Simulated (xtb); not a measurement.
## Geometry relaxation of C₂H₂ClOSi (part 3 of 3)

The same run, continued: C₂H₂ClOSi, multiplicity 2, SMILES [C]#C[SiH](O)Cl; GFN2-xTB, ALPB solvent ethanol (xtb 6.7.1). The geometry comes from this level: GFN2-xTB.

Geometry of the input (Å):
```
C  0.5688  -2.1335  1.5306
C  0.3384  -1.0852  0.9962
Si -0.0032  0.5186  0.0962
O  -1.0803  0.3070  -1.0885
Cl 1.7804  1.1351  -0.6244
H  -0.6605  1.4771  0.9626
H  -0.9437  -0.2191  -1.8728
```

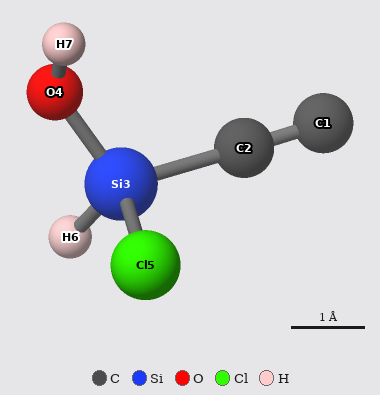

The geometry at step 4 of the log (ball-and-stick view, seen at a tilt; atoms are numbered from 1 in the order of the input).

Log, continued
```
writing file <hessian>.

 projected vibrational frequencies (cm⁻¹)
eigval :       -0.00    -0.00    -0.00     0.00     0.00     0.00
eigval :      103.09   151.39   196.34   235.02   259.30   269.27
eigval :      435.61   586.38   609.15   629.86   678.67   952.25
eigval :     2217.40  2350.96  3557.65
           -------------------------------------------------
          |                Property Printout                |
           -------------------------------------------------

    * Orbital Energies and Occupations

         #    Occupation            Energy/Eh            Energy/eV
      -------------------------------------------------------------
         1        2.0000           -1.0606560             -28.8619
         2        2.0000           -0.7744264             -21.0732
         3        2.0000           -0.6675171             -18.1641
         4        2.0000           -0.6123987             -16.6642
         5        2.0000           -0.5649869             -15.3741
         6        2.0000           -0.5095376             -13.8652
         7        2.0000           -0.5073622             -13.8060
         8        2.0000           -0.4675850             -12.7236
         9        2.0000           -0.4597667             -12.5109
        10        2.0000           -0.4408652             -11.9966
        11        2.0000           -0.4383670             -11.9286
        12        2.0000           -0.4259579             -11.5909
        13        2.0000           -0.4237827             -11.5317
        14        1.0000           -0.3753131             -10.2128 (HOMO)
        15                         -0.2174716              -5.9177 (LUMO)
        16                         -0.2095927              -5.7033
        17                         -0.1563426              -4.2543
        18                         -0.1320991              -3.5946
        19                         -0.0929451              -2.5292
        20                         -0.0140840              -0.3832
        21                          0.0067221               0.1829
        22                          0.0174344               0.4744
        23                          0.0183992               0.5007
        24                          0.0232992               0.6340
        25                          0.0571310               1.5546
       ...                                ...                  ...
        32                          1.1588257              31.5333
      -------------------------------------------------------------
                  HL-Gap            0.1578415 Eh            4.2951 eV
             Fermi-level           -0.3479472 Eh           -9.4681 eV

     #   Z          covCN         q      C6AA      α(0)
     1   6 c        0.982    -0.119    39.762    10.592
     2   6 c        1.859    -0.110    34.214     9.448
     3  14 si       3.376     0.581   107.123    20.505
     4   8 o        1.576    -0.447    21.836     6.306
     5  17 cl       0.803    -0.290   108.288    15.919
     6   1 h        0.922    -0.005     3.141     2.772
     7   1 h        0.807     0.391     0.502     1.112

 Mol. C6AA /au·bohr⁶  :       1580.729512
 Mol. C8AA /au·bohr⁸  :      61350.622943
 Mol. α(0) /au        :         66.653931

Wiberg/Mayer (AO) data.
largest (>0.10) Wiberg bond orders for each atom

 ---------------------------------------------------------------------------
     #   Z sym  total        # sym  WBO       # sym  WBO       # sym  WBO
 ---------------------------------------------------------------------------
     1   6 c    3.281 --     2 c    3.033     3 si   0.142
     2   6 c    3.909 --     1 c    3.033     3 si   0.788
     3  14 si   4.072 --     4 o    1.299     5 cl   0.972     6 h    0.847
                             2 c    0.788     1 c    0.142
     4   8 o    2.259 --     3 si   1.299     7 h    0.817
     5  17 cl   1.143 --     3 si   0.972
     6   1 h    0.999 --     3 si   0.847
     7   1 h    0.847 --     4 o    0.817
 ---------------------------------------------------------------------------

Topologies differ in total number of bonds
Writing topology from bond orders to xtbtopo.mol

molecular dipole:
                 x           y           z       tot (Debye)
 q only:       -1.018       0.224      -0.619
   full:       -0.636       0.371      -0.765       2.698
molecular quadrupole (traceless):
                xx          xy          yy          xz          yz          zz
 q only:       -3.040      -0.969      -1.982       2.009       5.547       5.022
  q+dip:       -4.039      -0.942      -0.555       1.846       4.953       4.594
   full:       -2.961       0.184      -1.989       1.477       5.904       4.951

           -------------------------------------------------
          |                Geometry Summary                 |
           -------------------------------------------------

      molecular mass/u    :      105.5751945
   center of mass at/Å    :        0.5249597       0.2110900      -0.0646720
  moments of inertia/u·Å² :        0.1187044E+03   0.2036379E+03   0.2953783E+03
rotational constants/cm⁻¹ :        0.1420135E+00   0.8278238E-01   0.5707132E-01

 * 5 selected distances

     #   Z          #   Z                                           value/Å
     1   6 c        2   6 c                                       1.1993311
     3  14 si       4   8 o                                       1.6023681
Molecule has no symmetry elements
It seems to be the C1 point group
     3  14 si       5  17 cl                                      2.0402767 (max)
     3  14 si       6   1 h                                       1.4490286
     4   8 o        7   1 h                                       0.9592808 (min)

 * 5 distinct bonds (by element types)

   Z      Z             #   av. dist./Å        max./Å        min./Å
   6 C    6 C           1     1.1993311     1.1993311     1.1993311
   1 H    8 O           1     0.9592808     0.9592808     0.9592808
   1 H   14 Si          1     1.4490286     1.4490286     1.4490286
   8 O   14 Si          1     1.6023681     1.6023681     1.6023681
  14 Si  17 Cl          1     2.0402767     2.0402767     2.0402767

           -------------------------------------------------
          |               Frequency Printout                |
           -------------------------------------------------
 projected vibrational frequencies (cm⁻¹)
eigval :       -0.00    -0.00    -0.00     0.00     0.00     0.00
eigval :      103.09   151.39   196.34   235.02   259.30   269.27
eigval :      435.61   586.38   609.15   629.86   678.67   952.25
eigval :     2217.40  2350.96  3557.65
 reduced masses (amu)
   1: 21.14   2: 15.31   3: 30.53   4: 22.26   5: 20.32   6: 24.93   7: 20.58   8: 14.37
   9: 16.92  10: 13.17  11:  7.15  12: 16.74  13: 30.10  14:  2.53  15: 10.58  16:  8.89
  17:  5.86  18: 19.60  19: 12.02  20:  1.86  21:  1.88
 IR intensities (km·mol⁻¹)
   1:  1.24   2:  1.10   3:  0.02   4:  0.26   5:  0.84   6:  0.03   7:  4.43   8:  2.82
   9:  6.63  10: 17.58  11:182.78  12: 36.75  13: 94.58  14:101.94  15:141.31  16: 90.88
  17:517.68  18:186.61  19:  1.79  20:143.91  21:192.49
 Raman intensities (Ä⁴*amu⁻¹)
   1:  0.00   2:  0.00   3:  0.00   4:  0.00   5:  0.00   6:  0.00   7:  0.00   8:  0.00
   9:  0.00  10:  0.00  11:  0.00  12:  0.00  13:  0.00  14:  0.00  15:  0.00  16:  0.00
  17:  0.00  18:  0.00  19:  0.00  20:  0.00  21:  0.00
 output can be read by thermo (or use thermo option).
 writing <g98.out> molden fake output.
 recommended (thermochemical) frequency scaling factor: 1.0
           -------------------------------------------------
          |             Thermodynamic Functions             |
           -------------------------------------------------

c1  symmetry found (for desy threshold:  0.10E+00) used in thermo

          ...................................................
          :                      SETUP                      :
          :.................................................:
          :  # frequencies                          15      :
          :  # imaginary freq.                       0      :
          :  linear?                             false      :
          :  only rotor calc.                    false      :
          :  symmetry                               c1      :
          :  rotational number                       1      :
          :  scaling factor                  1.0000000      :
          :  rotor cutoff                   50.0000000 cm⁻¹ :
          :  imag. cutoff                  -20.0000000 cm⁻¹ :
          :.................................................:

    mode    ω/cm⁻¹     T·S(HO)/kcal·mol⁻¹    T·S(FR)/kcal·mol⁻¹   T·S(vib)
   ------------------------------------------------------------------------
       1    103.09    -1.01224 ( 94.76%)    -0.84197 (  5.24%)    -1.00331
       2    151.39    -0.79148 ( 98.82%)    -0.72820 (  1.18%)    -0.79074
       3    196.34    -0.64613 ( 99.58%)    -0.65122 (  0.42%)    -0.64616
       4    235.02    -0.54868 ( 99.80%)    -0.59797 (  0.20%)    -0.54878
       5    259.30    -0.49686 ( 99.86%)    -0.56885 (  0.14%)    -0.49696
       6    269.27    -0.47730 ( 99.88%)    -0.55767 (  0.12%)    -0.47739
   ------------------------------------------------------------------------

   temp. (K)  partition function   enthalpy   heat capacity  entropy
                                   cal/mol     cal/K/mol   cal/K/mol   J/K/mol
 298.15  VIB   32.2                 2690.116     16.636     15.890
         ROT  0.204E+06              888.752      2.981     27.278
         INT  0.657E+07             3578.868     19.617     43.168
         TR   0.105E+28             1481.254      4.968     39.862
         TOT                        5060.1223    24.5848    83.0295   347.3953

       T/K    H(0)-H(T)+PV         H(T)/Eh          T*S/Eh         G(T)/Eh
   ------------------------------------------------------------------------
    298.15    0.806382E-02    0.382093E-01    0.394500E-01   -0.124067E-02
   ------------------------------------------------------------------------

         :::::::::::::::::::::::::::::::::::::::::::::::::::::
         ::                  THERMODYNAMIC                  ::
         :::::::::::::::::::::::::::::::::::::::::::::::::::::
         :: total free energy         -15.567145361024 Eh   ::
         ::.................................................::
         :: total energy              -15.565904693409 Eh   ::
         :: zero point energy           0.030145492997 Eh   ::
         :: G(RRHO) w/o ZPVE           -0.031386160612 Eh   ::
         :: G(RRHO) contrib.           -0.001240667615 Eh   ::
         :::::::::::::::::::::::::::::::::::::::::::::::::::::

optimized geometry written to: xtbopt.coord

           -------------------------------------------------
          | TOTAL ENERGY              -15.565904693409 Eh   |
          | TOTAL ENTHALPY            -15.527695382176 Eh   |
          | TOTAL FREE ENERGY         -15.567145361024 Eh   |
          | GRADIENT NORM               0.000106023946 Eh/α |
          | HOMO-LUMO GAP               4.295085322598 eV   |
           -------------------------------------------------

------------------------------------------------------------------------
------------------------------------------------------------------------
 total:
 *  cpu-time:     0 d,  0 h,  0 min,  0.151 sec
 * ratio c/w:     1.000 speedup
 SCF:
 *  cpu-time:     0 d,  0 h,  0 min,  0.005 sec
 * ratio c/w:     1.000 speedup
 ANC optimizer:
 *  cpu-time:     0 d,  0 h,  0 min,  0.025 sec
 * ratio c/w:     1.000 speedup
 analytical hessian:
 *  cpu-time:     0 d,  0 h,  0 min,  0.116 sec
 * ratio c/w:     1.000 speedup
```

File vibspectrum
```
$vibrational spectrum
#  mode     symmetry     wave number   IR intensity    selection rules
#                         cm**(-1)      (km*mol⁻¹)        IR
     1                      -0.00         0.00000          -
     2                      -0.00         0.00000          -
     3                      -0.00         0.00000          -
     4                       0.00         0.00000          -
     5                       0.00         0.00000          -
     6                       0.00         0.00000          -
     7        a            103.09         4.43370         YES
     8        a            151.39         2.82300         YES
     9        a            196.34         6.63104         YES
    10        a            235.02        17.57929         YES
    11        a            259.30       182.77953         YES
    12        a            269.27        36.75245         YES
    13        a            435.61        94.58434         YES
    14        a            586.38       101.94208         YES
    15        a            609.15       141.30829         YES
    16        a            629.86        90.87772         YES
    17        a            678.67       517.68167         YES
    18        a            952.25       186.61242         YES
    19        a           2217.40         1.79415         YES
    20        a           2350.96       143.90666         YES
    21        a           3557.65       192.49225         YES
$end
```

Standard error
```
normal termination of xtb
```

Trajectory as extended XYZ (Å, eV, eV/Å), 8 frames, from step=0 to step=7
```
7
Properties=species:S:1:pos:R:3 step=0 energy=-423.56077
C     0.5688   -2.1335    1.5306
C     0.3384   -1.0852    0.9962
Si   -0.0032    0.5186    0.0962
O    -1.0803    0.3070   -1.0885
Cl    1.7804    1.1351   -0.6244
H    -0.6605    1.4771    0.9626
H    -0.9437   -0.2191   -1.8728
7
Properties=species:S:1:pos:R:3 step=1 energy=-423.56595
C     0.5724   -2.1317    1.5337
C     0.3382   -1.0851    0.9966
Si   -0.0108    0.5177    0.0907
O    -1.0852    0.3042   -1.0919
Cl    1.7908    1.1405   -0.6156
H    -0.6523    1.4769    0.9678
H    -0.9531   -0.2225   -1.8813
7
Properties=species:S:1:pos:R:3 step=2 energy=-423.56816
C     0.5796   -2.1296    1.5364
C     0.3367   -1.0860    0.9975
Si   -0.0201    0.5160    0.0885
O    -1.0852    0.3021   -1.0958
Cl    1.7933    1.1419   -0.6092
H    -0.6443    1.4792    0.9732
H    -0.9599   -0.2235   -1.8905
7
Properties=species:S:1:pos:R:3 step=3 energy=-423.56883
C     0.5824   -2.1286    1.5381
C     0.3363   -1.0862    0.9985
Si   -0.0233    0.5150    0.0886
O    -1.0822    0.3010   -1.0975
Cl    1.7921    1.1415   -0.6082
H    -0.6421    1.4792    0.9755
H    -0.9633   -0.2219   -1.8951
7
Properties=species:S:1:pos:R:3 step=4 energy=-423.56939
C     0.5844   -2.1274    1.5411
C     0.3366   -1.0861    1.0001
Si   -0.0239    0.5136    0.0890
O    -1.0773    0.2996   -1.0986
Cl    1.7907    1.1412   -0.6078
H    -0.6416    1.4774    0.9766
H    -0.9689   -0.2183   -1.9003
7
Properties=species:S:1:pos:R:3 step=5 energy=-423.56968
C     0.5848   -2.1269    1.5437
C     0.3379   -1.0861    1.0014
Si   -0.0218    0.5125    0.0889
O    -1.0741    0.2984   -1.0989
Cl    1.7912    1.1415   -0.6069
H    -0.6430    1.4751    0.9756
H    -0.9751   -0.2147   -1.9038
7
Properties=species:S:1:pos:R:3 step=6 energy=-423.56983
C     0.5853   -2.1267    1.5466
C     0.3402   -1.0862    1.0028
Si   -0.0177    0.5114    0.0885
O    -1.0720    0.2971   -1.0984
Cl    1.7940    1.1422   -0.6045
H    -0.6462    1.4725    0.9724
H    -0.9836   -0.2104   -1.9074
7
Properties=species:S:1:pos:R:3 step=7 energy=-423.56984
C     0.5858   -2.1269    1.5460
C     0.3402   -1.0864    1.0024
Si   -0.0182    0.5117    0.0885
O    -1.0734    0.2973   -1.0982
Cl    1.7947    1.1418   -0.6039
H    -0.6463    1.4734    0.9718
H    -0.9828   -0.2109   -1.9067
```

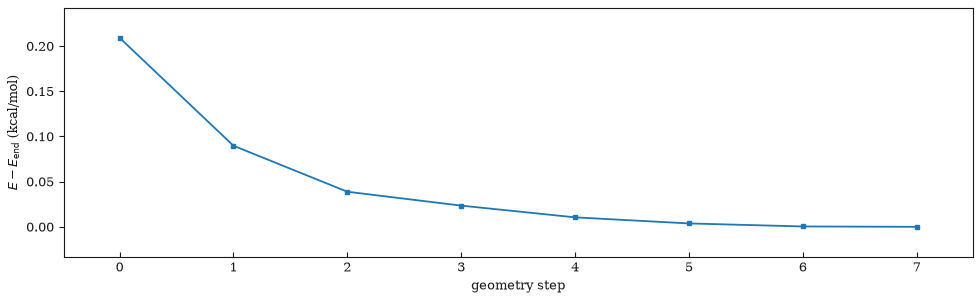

Progress of the relaxation, step by step (steps are counted from 0).

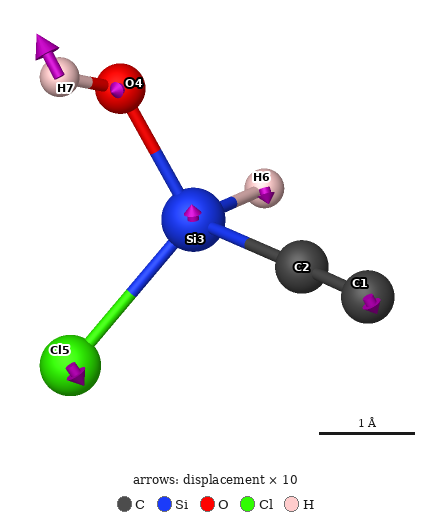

The starting structure with the displacements as pink arrows, magnified 10 times (ball-and-stick view, seen at a tilt). The two geometries are laid on each other by the best rigid fit. The energy falls by 0.21 kcal/mol in 7 geometry steps. The atom that moves furthest after the best rigid fit is H7 (0.052 Å). Largest moves by element: H 0.052 Å, Cl 0.027 Å, C 0.022 Å, Si 0.018 Å, O 0.016 Å. Distances before and after: Si3–Cl5 2.020 → 2.040 Å, Si3–O4 1.615 → 1.602 Å, O4–H7 0.954 → 0.959 Å, C2–Si3 1.871 → 1.876 Å. Among the angles that change: Si3–O4–H7 125.4° → 129.3°. (Atoms are counted from 1 in the order of the input.)

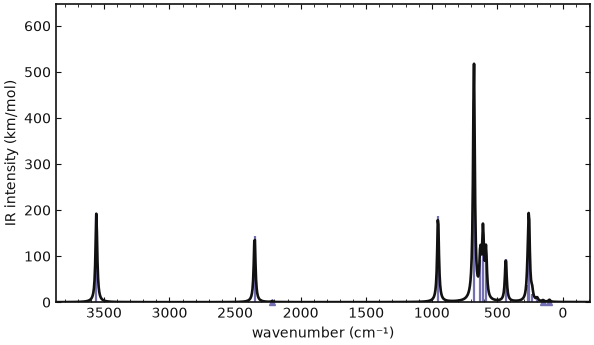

Harmonic infrared spectrum, unscaled: sticks (degenerate modes added up, dark ones marked on the axis) with a Lorentzian envelope of 16 cm⁻¹ full width, scaled to the tallest stick. 15 modes from 103 to 3558 cm⁻¹, none imaginary. The strongest line is at 679 cm⁻¹ (518 km/mol). All modes, in cm⁻¹ (km/mol): 103 (4.4), 151 (2.8), 196 (6.6), 235 (17.6), 259 (183), 269 (37), 436 (95), 586 (102), 609 (141), 630 (91), 679 (518), 952 (187), 2217 (1.8), 2351 (144), 3558 (192).

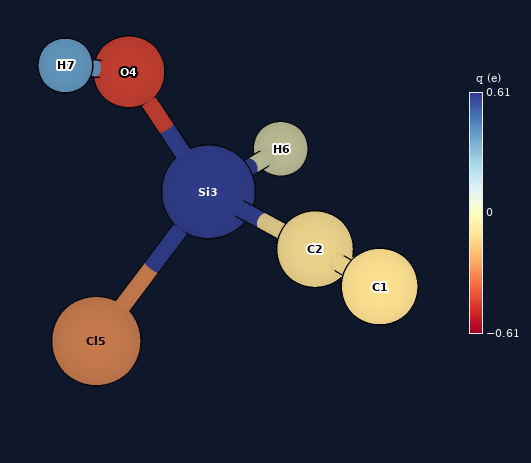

Mulliken charges, as the colour of each atom (ball-and-stick view, seen at a tilt; atoms are numbered from 1 in the order of the input). By element: C −0.12 to −0.11, Si +0.58, O −0.45, Cl −0.29 and H 0.00 to +0.39 e.
